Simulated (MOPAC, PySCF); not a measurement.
Two rigid molecules brought together: C6H6 ··· C6H6 (SMILES c1ccccc1 and c1ccccc1). Monomers: optimised at B3LYP-D3(BJ) (def2-TZVP), held rigid. Orientation: lowest of the rigid-body minima from ten starts at GFN2-xTB. Only R, the distance of the centres of mass, is varied, so the lowest point isn't the relaxed dimer.

Geometry at R = 3.49 Å (first 12 atoms: monomer A):
```
24

C      1.1634    -0.7609    -0.0021
C     -0.0773    -1.3886     0.0080
C     -1.2409    -0.6274     0.0101
C     -1.1633     0.7609     0.0021
C      0.0773     1.3887    -0.0080
C      1.2408     0.6274    -0.0101
H      2.0694    -1.3533    -0.0037
H     -0.1373    -2.4694     0.0143
H     -2.2070    -1.1156     0.0179
H     -2.0693     1.3533     0.0037
H      0.1373     2.4695    -0.0143
H      2.2070     1.1156    -0.0179
C     -0.1609     0.4379    -3.3265
C     -1.5434     0.2899    -3.3240
C     -2.1060    -0.9816    -3.3129
C     -1.2858    -2.1044    -3.3041
C      0.0968    -1.9565    -3.3066
C      0.6592    -0.6850    -3.3177
H      0.2773     1.4277    -3.3352
H     -2.1816     1.1643    -3.3308
H     -3.1822    -1.0973    -3.3109
H     -1.7240    -3.0942    -3.2954
H      0.7349    -2.8309    -3.2998
H      1.7355    -0.5692    -3.3197
```

Levels: RKS-B3LYP/6-31G* = restricted B3LYP/6-31G*, spherical d, no counterpoise correction run with PySCF; AM1, restricted, heats of formation (MOPAC); RKS-B3LYP/LANL2DZ = restricted B3LYP/LANL2DZ, no counterpoise correction in PySCF; RKS-LDA (SVWN5)/6-31G* = restricted LDA (SVWN5)/6-31G*, spherical d, no counterpoise correction run with PySCF; RHF/3-21G = PySCF 2.14.0 with restricted Hartree-Fock/3-21G, no counterpoise correction.

Interaction energies in kJ/mol (negative: bound); R is the distance of the centres of mass, d the C5···H19 distance.

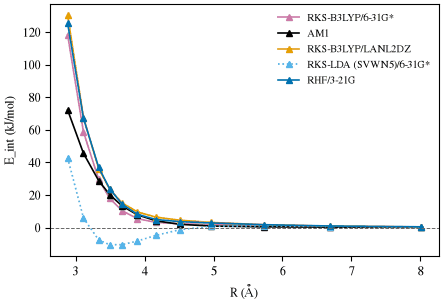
Figure. Interaction energy against separation.

```
R / Å  d / Å  RKS-B3LYP/6-31G*    AM1  RKS-B3LYP/LANL2DZ  RKS-LDA (SVWN5)/6-31G*  RHF/3-21G
-----  -----  ----------------  -----  -----------------  ----------------------  ---------
2.88    2.77            118.19  72.14             130.23                   42.73     125.35
3.11    2.98             58.59  45.50              67.41                    5.79      67.00
3.33    3.18             29.55  28.79              36.19                   -7.60      36.91
3.49    3.33             17.91  20.17              23.52                  -10.56      23.72
3.67    3.50             10.28  13.24              15.11                  -10.51      14.39
3.89    3.71              5.50   7.82               9.61                   -8.29       8.17
4.16    3.97              3.13   4.15               6.38                   -4.83       4.93
4.51    4.30              2.29   1.96               4.47                   -1.31       3.60
4.96    4.73              1.86   0.92               3.13                    0.75       2.82
5.73    5.48              1.05   0.42               1.70                    1.03       1.74
6.68    6.41              0.53   0.24               0.83                    0.60       0.95
8.01    7.72              0.25   0.12               0.37                    0.29       0.44
```

Lowest grid point: RKS-B3LYP/6-31G* 0.25 kJ/mol at R = 8.01 Å; AM1 0.12 kJ/mol at R = 8.01 Å; RKS-B3LYP/LANL2DZ 0.37 kJ/mol at R = 8.01 Å; RKS-LDA (SVWN5)/6-31G* -10.56 kJ/mol at R = 3.49 Å; RHF/3-21G 0.44 kJ/mol at R = 8.01 Å.
